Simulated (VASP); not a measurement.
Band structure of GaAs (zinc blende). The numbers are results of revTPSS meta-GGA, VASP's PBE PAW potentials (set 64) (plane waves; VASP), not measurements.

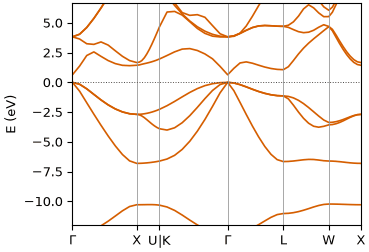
Bands along high-symmetry lines, zero at the valence-band maximum or, without a gap, the Fermi level

Read the plot: is there a gap, and where are the band edges?

The gap is direct, 0.64 eV, from the valence maximum at Γ to the conduction minimum at Γ.

Measured: gap 1.57 eV (computed value off by -0.93 eV), as given by Wei Chen et al., Physical Review Materials (2018), doi:10.1103/physrevmaterials.2.073803 [zero-point renormalisation of 0.05 eV added back (the table's ZPR column)].

The compound is GaAs in the zinc blende structure. It was relaxed first.
